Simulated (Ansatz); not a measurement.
BrFH3NOSi

The calculation's input:

```
crystal:
  periodic: [false, false, false]
  atoms:
    - {symbol: N, position_ang: [-1.136136, 0.014838, 0.411751]}
    - {symbol: Si, position_ang: [0.361375, 0.118327, -0.367318]}
    - {symbol: O, position_ang: [1.477856, -0.801264, 0.365235]}
    - {symbol: F, position_ang: [0.091193, -0.334463, -1.863717]}
    - {symbol: Br, position_ang: [1.271588, 2.121401, -0.475509]}
    - {symbol: H, position_ang: [-1.213490, 0.265234, 1.384538]}
    - {symbol: H, position_ang: [-1.972677, 0.256037, -0.095934]}
    - {symbol: H, position_ang: [1.212592, -1.697309, 0.585155]}
basis:
  gaussian: {orbitals: def2-TZVPP}
hamiltonian: {xc: pbe0, dispersion: d4}
output: {orbitals: {seedname: orbitals}}
```

Run with:

```sh
ansatz run in.yaml --threads 4 --pin off --events-out ev --progress --plain --max-ram 10444MiB
```

Geometry: PBE0-D4/def2-TZVP.

All numbers below come from RKS PBE0-D4/def2-TZVPP (Ansatz).

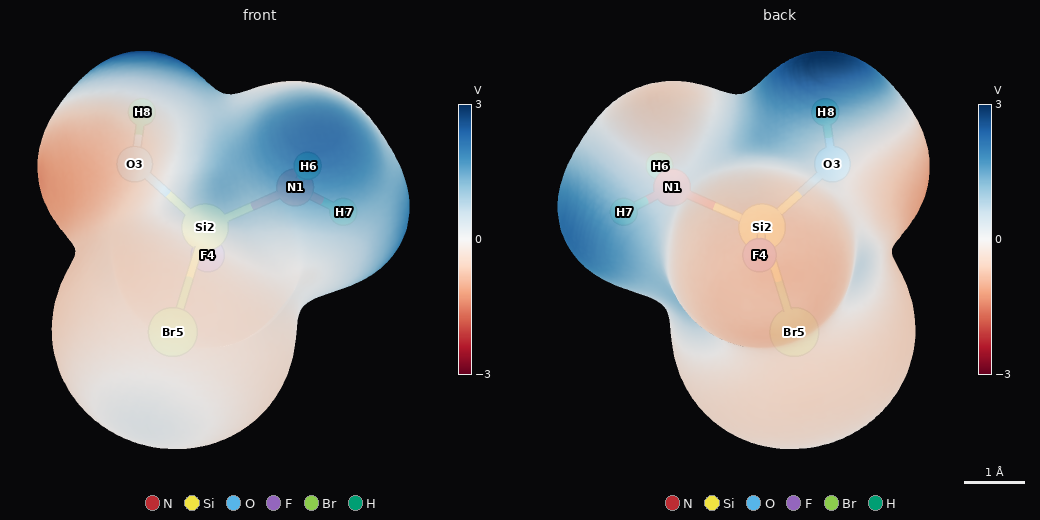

Figure 1. The electrostatic potential painted on the density surface at 0.002 e/bohr³, seen from the front and from behind; red is negative and blue positive.

Describe the electrostatic potential map.

Answer. The most negative region (about −1.2 V) lies over O3, the most positive (about +2.9 V) over H8. Br5 shows a σ-hole: about +0.3 V at the tip opposite its bond, against about −0.5 V on its flanks. O3 is the likeliest acceptor of a hydrogen bond.

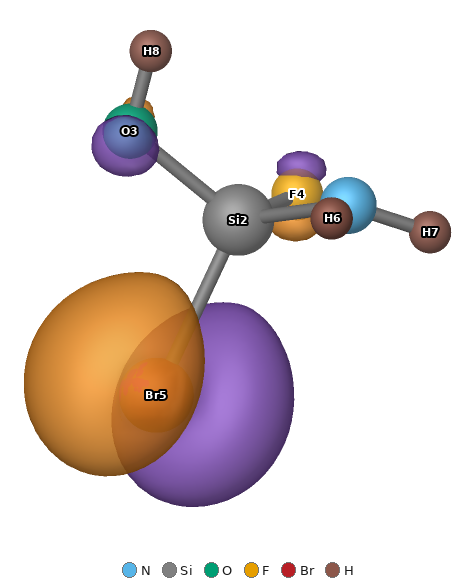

Figure 2. The HOMO−1 at ±0.15 Å⁻³ᐟ² (orange and purple are the two phases), seen at a tilt.

Where does this orbital lie, and at what energy?

Answer. By Hirshfeld shares it lies mainly on Br5 (about 90 %); largely a lone pair of Br5. Its energy is −8.58 eV.

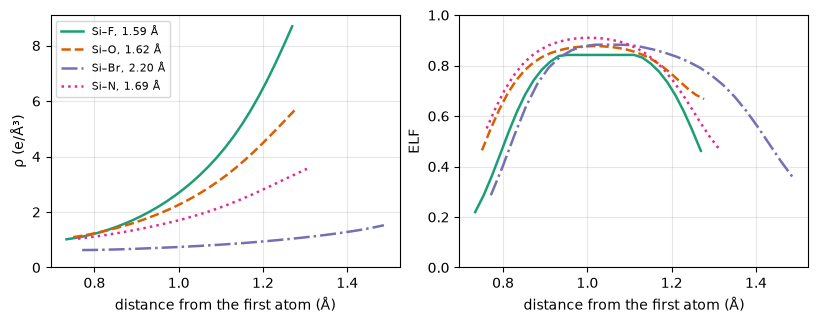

Figure 3. Electron density and ELF along straight lines between neighbouring atoms. The curves leave out the atomic cores.

What can be read from the curves?

Answer. Si–F (1.59 Å): ρ at the midpoint is about 1.2 e/Å³; the ELF peaks at about 0.85 in the valence shell of F, 0.6 Å from its nucleus, and is about 0.45 at the midpoint.
Si–O (1.62 Å): ρ at the midpoint is about 1.3 e/Å³; the ELF peaks at about 0.90 between the atoms, as expected for a short, strongly polar bond.
Si–Br (2.20 Å): ρ is about 0.83 e/Å³ halfway; the ELF peaks at about 0.90 between the atoms; a shared but strongly polarised pair.
Si–N (1.69 Å): ρ at the midpoint is about 1.2 e/Å³; the ELF peaks at about 0.90 between the atoms, as expected for a polar covalent bond.

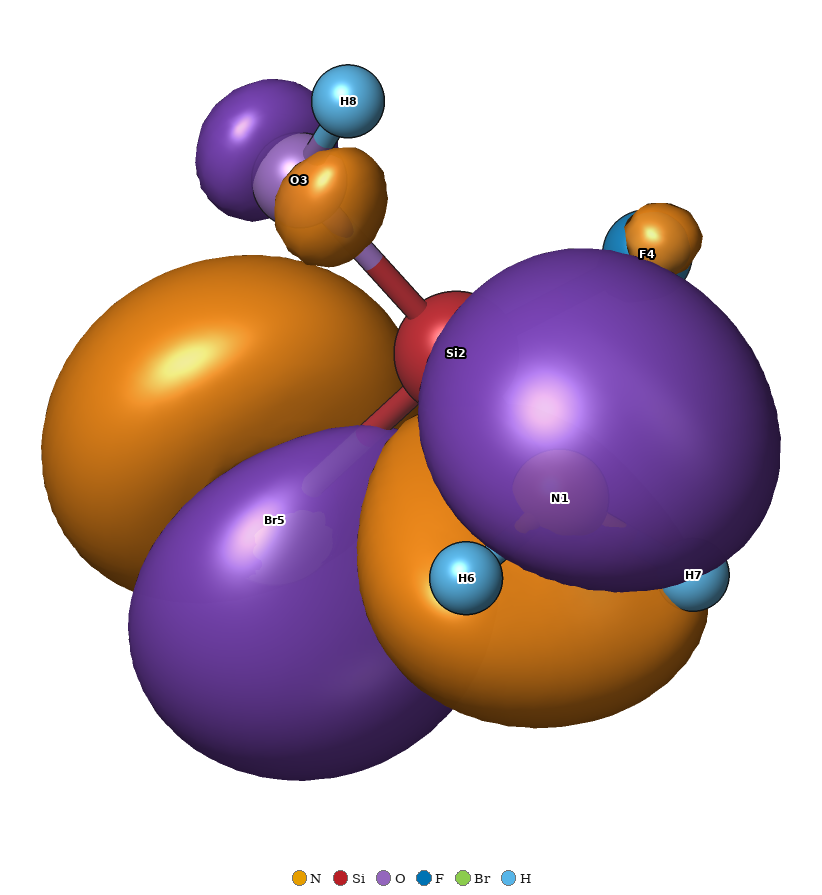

Figure 4. The HOMO at ±0.08 Å⁻³ᐟ² (orange and purple are the two phases), seen at an oblique angle.

Where does this orbital lie, and at what energy?

Answer. Its weight (Hirshfeld) is mainly on N1 (about 45 %) and Br5 (about 40 %); largely a combination of lone pairs on N1 and Br5. Its energy is −8.07 eV.
